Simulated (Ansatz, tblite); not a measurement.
**BMe2(dmap) (C₇H₁₈BNO): a ladder of methods and basis sets**

How do method and basis change the picture of BMe2(dmap) (C₇H₁₈BNO) (singlet)?

Method: as each input shows; program: Ansatz 0.2.0, Gaussian basis.

Levels to be run: GFN1-xTB, GFN2-xTB, PBE-D4/def2-TZVP, r2SCAN-D4/def2-TZVP, HF/def2-TZVP, ωB97X-V/def2-TZVP, PBE-D4/def2-SVP, PBE0-D4/def2-SVP, HF/STO-3G, MP2/def2-SVP.

2 further runs of the same task are left out: 2 set aside as unsound or not needed. Runs told in other sessions of the task aren't counted.

### Step 1. The relaxed structure

The geometry is that of the singlet, from an earlier relaxation (PBE-D4/def2-SVP).

28 atoms, charge 0, spin multiplicity 1.

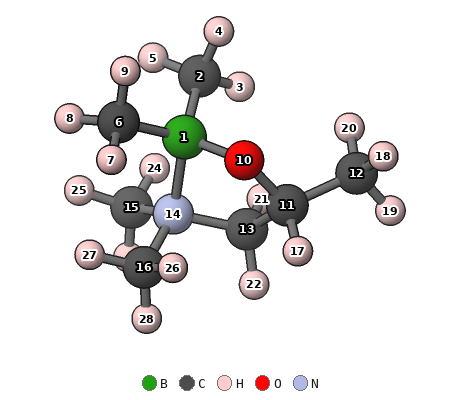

The geometry (boron green, carbon dark grey, hydrogen pink, oxygen red, nitrogen light blue); atoms are numbered from 1 in the order of the file.

PBE0-D4/def2-TZVP was run before; its log isn't repeated, and its numbers join the tables.

### Step 2. GFN1-xTB

Tight binding, by tblite at 300 K electronic temperature and without a spin-polarisation term:

```python
tblite.interface.Calculator('GFN1-xTB', numbers, positions, charge=0, uhf=0).singlepoint()
```

Energy -922.1490 eV, HOMO -10.78 eV, LUMO -4.12 eV; 0.033 s.

### Step 3. GFN2-xTB

Tight binding, by tblite at 300 K electronic temperature and without a spin-polarisation term:

```python
tblite.interface.Calculator('GFN2-xTB', numbers, positions, charge=0, uhf=0).singlepoint()
```

Energy -882.2282 eV, HOMO -9.36 eV, LUMO -1.32 eV; 0.021 s.

### Step 4. PBE-D4/def2-TZVP

start.molden holds the orbitals of an earlier run on this state, given as this run's starting guess.

File in.yaml:

```yaml
crystal:
  periodic: [false, false, false]
  atoms:
    - {symbol: B, position_ang: [0.857200, 0.481112, 0.338376]}
    - {symbol: C, position_ang: [0.396741, 0.813113, 1.863128]}
    - {symbol: H, position_ang: [-0.697609, 0.817081, 2.059499]}
    - {symbol: H, position_ang: [0.744095, 1.845648, 2.082300]}
    - {symbol: H, position_ang: [0.869187, 0.160964, 2.629580]}
    - {symbol: C, position_ang: [2.450970, 0.284757, 0.186770]}
    - {symbol: H, position_ang: [2.796140, 0.186150, -0.863563]}
    - {symbol: H, position_ang: [2.846063, -0.580004, 0.764556]}
    - {symbol: H, position_ang: [2.961345, 1.180842, 0.599778]}
    - {symbol: O, position_ang: [0.302787, 1.368000, -0.694948]}
    - {symbol: C, position_ang: [-1.020602, 1.055316, -1.047856]}
    - {symbol: C, position_ang: [-2.029508, 2.105610, -0.581110]}
    - {symbol: C, position_ang: [-1.326413, -0.352360, -0.463962]}
    - {symbol: N, position_ang: [0.000847, -0.965982, -0.176911]}
    - {symbol: C, position_ang: [-0.075418, -2.034122, 0.836671]}
    - {symbol: C, position_ang: [0.606059, -1.488882, -1.423888]}
    - {symbol: H, position_ang: [-1.084599, 1.000612, -2.164667]}
    - {symbol: H, position_ang: [-1.763334, 3.092860, -1.006071]}
    - {symbol: H, position_ang: [-3.060888, 1.853925, -0.907980]}
    - {symbol: H, position_ang: [-2.018622, 2.194741, 0.524058]}
    - {symbol: H, position_ang: [-1.869824, -0.270108, 0.496731]}
    - {symbol: H, position_ang: [-1.922220, -0.995908, -1.145420]}
    - {symbol: H, position_ang: [-0.660212, -2.900209, 0.460515]}
    - {symbol: H, position_ang: [-0.547088, -1.640578, 1.753786]}
    - {symbol: H, position_ang: [0.950430, -2.368514, 1.082549]}
    - {symbol: H, position_ang: [0.744620, -0.652464, -2.131795]}
    - {symbol: H, position_ang: [1.595293, -1.924076, -1.195911]}
    - {symbol: H, position_ang: [-0.045441, -2.267504, -1.874223]}
basis:
  gaussian: {orbitals: def2-TZVP, initial_orbitals: start.molden}
hamiltonian: {xc: pbe, dispersion: d4}
scf: {omitted_lower_state_checks: [starts]}
output: {orbitals: {seedname: orbitals}}
```

Run with:

```
$ ansatz run in.yaml --threads 4 --pin off --events-out ev --progress --plain --max-ram 6963MiB
```

What it wrote:

```text
Functional definition: PBE
  name "PBE"
  cite "Perdew, Burke & Ernzerhof, Phys. Rev. Lett. 77, 3865 (1996) doi:10.1103/PhysRevLett.77.3865"
  parent pbe
  parameter kappa = 0.804
  parameter beta = 0.06672455060314922
  exchange = pbe_x(kappa = kappa, mu = beta*pi^2/3)
  correlation = pbe_c(beta = beta)
these checks for a lower state are left out or cut short: starts
2527 factors; their error is unknown
mean field evaluation 1: about -11756.0135 eV, gradient 1.3e1 eV
mean field evaluation 2: about -11756.2146 eV, gradient 1.9e-1 eV
mean field evaluation 4: about -11756.1173 eV, gradient 1.2e-3 eV
mean field -11756.11728826 eV, -432.0293417609 hartree, gradient 1.4e-5 eV, S^2 0.000000; 0 other end points of the search recorded, 0 dependent functions left out
reference -11756.11734889 eV, -432.0293439893 hartree; 40, 40 occupied and 378, 378 virtual orbitals, 2527 factors
Total energy: -11756.92498643 eV, -432.0590241212 hartree
Checks for a lower state left out: starts
```

Wall time 8 s (4 threads of Intel Xeon Platinum 8259CL at 2.50GHz, shared host); peak memory 1 GiB.

HOMO -4.97 eV, LUMO -0.10 eV.

### Step 5. r2SCAN-D4/def2-TZVP

in.yaml: that of step 4 with these lines changed.

```diff
@@ -33,3 +33,3 @@
   gaussian: {orbitals: def2-TZVP, initial_orbitals: start.molden}
-hamiltonian: {xc: pbe, dispersion: d4}
+hamiltonian: {xc: r2scan, dispersion: d4}
 scf: {omitted_lower_state_checks: [starts]}
```

The command is unchanged.

What it wrote:

```text
Functional definition: r2SCAN
  name "r2SCAN"
  cite "Furness, Kaplan, Ning, Perdew & Sun, J. Phys. Chem. Lett. 11, 8208 (2020) doi:10.1021/acs.jpclett.0c02405"
  cite "Furness, Kaplan, Ning, Perdew & Sun, J. Phys. Chem. Lett. 11, 9248 (2020) doi:10.1021/acs.jpclett.0c03077"
  parent r2scan
  parameter k0 = 0.174
  parameter k1 = 0.065
  parameter a1 = 4.9479
  exchange = r2scan_x(k0 = k0, k1 = k1, a1 = a1)
  correlation = r2scan_c
these checks for a lower state are left out or cut short: starts
2527 factors; their error is unknown
mean field evaluation 1: about -11765.1406 eV, gradient 6.8e0 eV
mean field evaluation 2: about -11765.2155 eV, gradient 7.1e-2 eV
mean field evaluation 4: about -11765.1302 eV, gradient 9.3e-4 eV
mean field -11765.13016544 eV, -432.3605588884 hartree, gradient 1.2e-5 eV, S^2 0.000000; 0 other end points of the search recorded, 0 dependent functions left out
reference -11765.13018229 eV, -432.3605595075 hartree; 40, 40 occupied and 378, 378 virtual orbitals, 2527 factors
Total energy: -11765.36166587 eV, -432.3690663723 hartree
Checks for a lower state left out: starts
```

Run time: 12 s. Hardware: 4 threads of Intel Xeon Platinum 8259CL at 2.50GHz, shared host; peak memory 1.1 GiB.

Report: HOMO -5.26 eV, LUMO 0.51 eV.

### Step 6. HF/def2-TZVP

in.yaml: that of step 5 with these lines changed.

```diff
@@ -33,4 +33,4 @@
   gaussian: {orbitals: def2-TZVP, initial_orbitals: start.molden}
-hamiltonian: {xc: r2scan, dispersion: d4}
+hamiltonian: {xc: hf}
 scf: {omitted_lower_state_checks: [starts]}
-output: {orbitals: {seedname: orbitals}}
+output: {forces: true, orbitals: {seedname: orbitals}}
```

The command is unchanged.

What it wrote, shortened:

```text
Functional definition: HF
  name "HF"
  cite "Fock, Z. Phys. 61, 126 (1930) doi:10.1007/BF01340294"
  parent pbe
[...]
3012 factors; their error is unknown
[...]
mean field -11693.91805287 eV, -429.7435620207 hartree, gradient 2.3e-5 eV, S^2 0.000000; 0 other end points of the search recorded, 0 dependent functions left out
[...]
reference -11693.91805287 eV, -429.7435620207 hartree; 40, 40 occupied and 378, 378 virtual orbitals, 3012 factors
Total energy: -11693.91805287 eV, -429.7435620207 hartree
Atom 0 at     0.857200     0.481112     0.338376 Å, force    -0.108710     0.221287    -0.395196 eV/Å
Atom 1 at     0.396741     0.813113     1.863128 Å, force    -0.136979     0.425875     0.805296 eV/Å
Atom 2 at    -0.697609     0.817081     2.059499 Å, force     0.811258    -0.028400    -0.111256 eV/Å
[...]
Atom 19 at    -2.018622     2.194741     0.524058 Å, force    -0.040255    -0.044120    -0.866979 eV/Å
Atom 20 at    -1.869824    -0.270108     0.496731 Å, force     0.427181    -0.085974    -0.870057 eV/Å
Atom 21 at    -1.922220    -0.995908    -1.145420 Å, force     0.485572     0.550610     0.527886 eV/Å
Atom 22 at    -0.660212    -2.900209     0.460515 Å, force     0.449550     0.686783     0.280425 eV/Å
Atom 23 at    -0.547088    -1.640578     1.753786 Å, force     0.371650    -0.386377    -0.788441 eV/Å
Atom 24 at     0.950430    -2.368514     1.082549 Å, force    -0.849053     0.232206    -0.205211 eV/Å
Atom 25 at     0.744620    -0.652464    -2.131795 Å, force    -0.136456    -0.788288     0.553550 eV/Å
Atom 26 at     1.595293    -1.924076    -1.195911 Å, force    -0.839265     0.317729    -0.196825 eV/Å
Atom 27 at    -0.045441    -2.267504    -1.874223 Å, force     0.508598     0.614338     0.360490 eV/Å
Dipole moment:    -0.555122    -0.868161    -0.189783 e Å
Checks for a lower state left out: starts
```

Run time: 20 s. Hardware: 4 threads of Intel Xeon Platinum 8259CL at 2.50GHz, shared host; peak memory 1.9 GiB.

From the report: HOMO -10.02 eV, LUMO 3.29 eV.

### Step 7. ωB97X-V/def2-TZVP

in.yaml: that of step 6 with these lines changed.

```diff
@@ -33,4 +33,4 @@
   gaussian: {orbitals: def2-TZVP, initial_orbitals: start.molden}
-hamiltonian: {xc: hf}
+hamiltonian: {xc: {name: wB97X-V}}
 scf: {omitted_lower_state_checks: [starts]}
-output: {forces: true, orbitals: {seedname: orbitals}}
+output: {orbitals: {seedname: orbitals}}
```

Launched as before.

What it wrote, shortened:

```text
Functional definition: wB97X-V
  name "wB97X-V"
  cite "Mardirossian & Head-Gordon, Phys. Chem. Chem. Phys. 16, 9904 (2014) doi:10.1039/C3CP54374A"
  cite "Becke, J. Chem. Phys. 107, 8554 (1997) doi:10.1063/1.475007"
  cite "Vydrov & Van Voorhis, J. Chem. Phys. 133, 244103 (2010) doi:10.1063/1.3521275"
[...]
      + integral(e_c_pw_opposite_spin*poly(b97_u_opposite, cos0, cos1)) + vv10(b, c)
[...]
2527 factors; their error is unknown
745 factors; integrals over basis functions are off by at most 7.3e-6 eV
[...]
mean field -11769.13242970 eV, -432.5076393871 hartree, gradient 1.1e-5 eV, S^2 0.000000; 0 other end points of the search recorded, 0 dependent functions left out
reference -11769.13242690 eV, -432.5076392843 hartree; 40, 40 occupied and 378, 378 virtual orbitals, 2527 factors
Total energy: -11769.13242690 eV, -432.5076392843 hartree
Checks for a lower state left out: starts
```

It took 29 s on 4 threads of Intel Xeon Platinum 8259CL at 2.50GHz, shared host; peak memory 2.4 GiB.

Report: HOMO -8.83 eV, LUMO 2.52 eV.

### Step 8. PBE-D4/def2-SVP

in.yaml: that of step 7 with these lines changed.

```diff
@@ -32,4 +32,4 @@
 basis:
-  gaussian: {orbitals: def2-TZVP, initial_orbitals: start.molden}
-hamiltonian: {xc: {name: wB97X-V}}
+  gaussian: {orbitals: def2-SVP, initial_orbitals: start.molden}
+hamiltonian: {xc: pbe, dispersion: d4}
 scf: {omitted_lower_state_checks: [starts]}
```

The command is unchanged.

What it wrote:

```text
Functional definition: PBE
  name "PBE"
  cite "Perdew, Burke & Ernzerhof, Phys. Rev. Lett. 77, 3865 (1996) doi:10.1103/PhysRevLett.77.3865"
  parent pbe
  parameter kappa = 0.804
  parameter beta = 0.06672455060314922
  exchange = pbe_x(kappa = kappa, mu = beta*pi^2/3)
  correlation = pbe_c(beta = beta)
these checks for a lower state are left out or cut short: starts
2619 factors; their error is unknown
mean field evaluation 1: about -11743.0669 eV, gradient 1.2e1 eV
mean field evaluation 2: about -11743.4289 eV, gradient 2.4e-1 eV
mean field evaluation 4: about -11743.2942 eV, gradient 7.1e-4 eV
mean field -11743.29422698 eV, -431.5581029507 hartree, gradient 1.7e-5 eV, S^2 0.000000; 0 other end points of the search recorded, 0 dependent functions left out
reference -11743.29427065 eV, -431.5581045557 hartree; 40, 40 occupied and 190, 190 virtual orbitals, 2619 factors
Total energy: -11744.10190818 eV, -431.5877846875 hartree
Checks for a lower state left out: starts
```

Wall time 3.9 s (4 threads of Intel Xeon Platinum 8259CL at 2.50GHz, shared host).

HOMO -4.76 eV, LUMO 0.33 eV.

### Step 9. PBE0-D4/def2-SVP

in.yaml: that of step 8 with these lines changed.

```diff
@@ -33,3 +33,3 @@
   gaussian: {orbitals: def2-SVP, initial_orbitals: start.molden}
-hamiltonian: {xc: pbe, dispersion: d4}
+hamiltonian: {xc: pbe0, dispersion: d4}
 scf: {omitted_lower_state_checks: [starts]}
```

Launched as before.

What it wrote:

```text
Functional definition: PBE0
  name "PBE0"
  cite "Adamo & Barone, J. Chem. Phys. 110, 6158 (1999) doi:10.1063/1.478522"
  cite "Perdew, Burke & Ernzerhof, Phys. Rev. Lett. 77, 3865 (1996) doi:10.1103/PhysRevLett.77.3865"
  parent pbe
  parameter a = 0.25
  parameter kappa = 0.804
  parameter beta = 0.06672455060314922
  exchange = (1 - a)*pbe_x(kappa = kappa, mu = beta*pi^2/3) + a*exact_x
  correlation = pbe_c(beta = beta)
these checks for a lower state are left out or cut short: starts
2619 factors; their error is unknown
mean field evaluation 1: about -11745.1302 eV, gradient 9.5e0 eV
mean field evaluation 2: about -11745.3667 eV, gradient 1.7e-1 eV
mean field evaluation 4: about -11745.3122 eV, gradient 4.8e-4 eV
mean field -11745.31218264 eV, -431.6322614534 hartree, gradient 1.4e-5 eV, S^2 0.000000; 0 other end points of the search recorded, 0 dependent functions left out
reference -11745.31221715 eV, -431.6322627218 hartree; 40, 40 occupied and 190, 190 virtual orbitals, 2619 factors
Total energy: -11746.00371109 eV, -431.6576746553 hartree
Checks for a lower state left out: starts
```

Run time: 6 s. Hardware: 4 threads of Intel Xeon Platinum 8259CL at 2.50GHz, shared host; peak memory 1.1 GiB.

From the report: HOMO -6.27 eV, LUMO 1.20 eV.

### Step 10. HF/STO-3G

in.yaml: that of step 9 with these lines changed.

```diff
@@ -32,4 +32,4 @@
 basis:
-  gaussian: {orbitals: def2-SVP, initial_orbitals: start.molden}
-hamiltonian: {xc: pbe0, dispersion: d4}
+  gaussian: {orbitals: STO-3G}
+hamiltonian: {xc: hf}
 scf: {omitted_lower_state_checks: [starts]}
```

Same command.

What it wrote:

```text
Functional definition: HF
  name "HF"
  cite "Fock, Z. Phys. 61, 126 (1930) doi:10.1007/BF01340294"
  parent pbe
  exchange = exact_x
  correlation = 0
these checks for a lower state are left out or cut short: starts
983 factors; integrals over basis functions are off by at most 9.4e-5 eV
mean field evaluation 1: about -11543.4388 eV, gradient 3.4e1 eV
mean field evaluation 2: about -11544.1812 eV, gradient 3.3e1 eV
mean field evaluation 4: about -11548.1822 eV, gradient 2.6e0 eV
mean field evaluation 8: about -11548.2081 eV, gradient 5.6e-2 eV
mean field -11548.20812500 eV, -424.3888209373 hartree, gradient 1.6e-5 eV, S^2 0.000000; 0 other end points of the search recorded, 0 dependent functions left out
reference -11548.20812500 eV, -424.3888209373 hartree; 40, 40 occupied and 28, 28 virtual orbitals, 983 factors
Total energy: -11548.20812500 eV, -424.3888209373 hartree
Checks for a lower state left out: starts
```

Wall time 0.75 s (4 threads of Intel Xeon Platinum 8259CL at 2.50GHz, shared host).

HOMO -7.14 eV, LUMO 13.11 eV.

### Step 11. MP2/def2-SVP

in.yaml: that of step 10 with these lines changed.

```diff
@@ -32,4 +32,4 @@
 basis:
-  gaussian: {orbitals: STO-3G}
-hamiltonian: {xc: hf}
+  gaussian: {orbitals: def2-SVP, initial_orbitals: start.molden}
+correlation: {method: mp2}
 scf: {omitted_lower_state_checks: [starts]}
```

Same command.

What it wrote:

```text
Functional definition: HF
  name "HF"
  cite "Fock, Z. Phys. 61, 126 (1930) doi:10.1007/BF01340294"
  parent pbe
  exchange = exact_x
  correlation = 0
these checks for a lower state are left out or cut short: starts
2380 factors; integrals over basis functions are off by at most 1.4e-3 eV
mean field evaluation 1: about -11679.4982 eV, gradient 2.9e1 eV
mean field evaluation 2: about -11680.9895 eV, gradient 1.2e0 eV
mean field evaluation 4: about -11681.2826 eV, gradient 6.7e-1 eV
mean field evaluation 8: about -11681.2836 eV, gradient 3.6e-5 eV
mean field -11681.28355943 eV, -429.2792529506 hartree, gradient 2.2e-6 eV, S^2 0.000000; 0 other end points of the search recorded, 0 dependent functions left out
10 core orbitals not correlated: weight in the atoms' cores, before any rotation towards them, 1.000 or more for the frozen orbitals, at most 0.000 for the correlated occupied ones
reference -11681.28355943 eV, -429.2792529506 hartree; 30, 30 occupied and 190, 190 virtual orbitals, 2380 factors
second order -39.98614947 eV of doubles, -0.00000000 eV of singles
Total energy: -11721.26970890 eV, -430.7487168401 hartree
Checks for a lower state left out: starts
```

It took 6 s on 4 threads of Intel Xeon Platinum 8259CL at 2.50GHz, shared host.

Hartree-Fock HOMO -9.99 eV, LUMO 4.21 eV.

### Step 12. Comparison

```csv
level,functions,HOMO (eV),LUMO (eV),gap (eV),time
HF/STO-3G,68,-7.14,13.11,20.24,0.75 s
HF/def2-TZVP,418,-10.02,3.29,13.31,20 s
PBE-D4/def2-SVP,230,-4.76,0.33,5.09,3.9 s
PBE-D4/def2-TZVP,418,-4.97,-0.10,4.87,8 s
r2SCAN-D4/def2-TZVP,418,-5.26,0.51,5.76,12 s
PBE0-D4/def2-SVP,230,-6.27,1.20,7.47,6 s
PBE0-D4/def2-TZVP,418,-6.42,0.70,7.12,15 s
ωB97X-V/def2-TZVP,418,-8.83,2.52,11.36,29 s
```

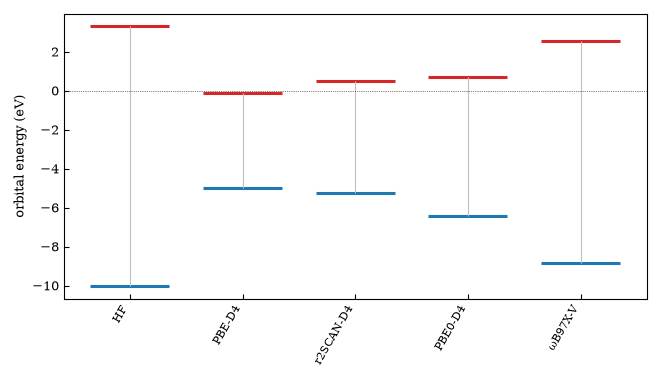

Highest filled (blue) and lowest empty (red) level in def2-TZVP.

The pieces so far (eV):

```csv
basis,HF,MP2 correlation,total
def2-SVP,-11681.2836,-39.9861,-11721.2697 (MP2)
```

### Step 13. Binding energy

Free atoms were run apart at each level; binding is atoms less cluster, divided by the number of atoms, without zero-point or spin-orbit terms.

```csv
level,binding an atom (eV)
HF/STO-3G,3.819
HF/def2-SVP,3.128
HF/def2-TZVP,3.060
PBE-D4/def2-SVP,4.267
PBE-D4/def2-TZVP,4.220
r2SCAN-D4/def2-TZVP,4.143
PBE0-D4/def2-SVP,4.213
PBE0-D4/def2-TZVP,4.162
ωB97X-V/def2-TZVP,4.144
MP2/def2-SVP,4.014
```

### Step 14. Summary of results

| quantity | value |
| --- | --- |
| gap in def2-TZVP, named functionals and Hartree-Fock, smallest and largest | 4.87 eV (PBE-D4), 13.31 eV (HF) |
| correlation energy, MP2/def2-SVP | -39.99 eV |
| binding an atom, functionals in def2-TZVP | 4.14 (r2SCAN-D4) to 4.22 eV (PBE-D4) |
| PBE0 total energy, smallest basis above largest | 12.56 eV (def2-SVP, def2-TZVP) |

What this shows: Orbital gaps of the named functionals and Hartree-Fock in def2-TZVP span 4.87 eV (PBE-D4) to 13.31 eV (HF); exact exchange widens it.

The slowest run with a step of its own, ωB97X-V/def2-TZVP, took 29 s; the quickest functional in def2-TZVP took 8 s (shared host).
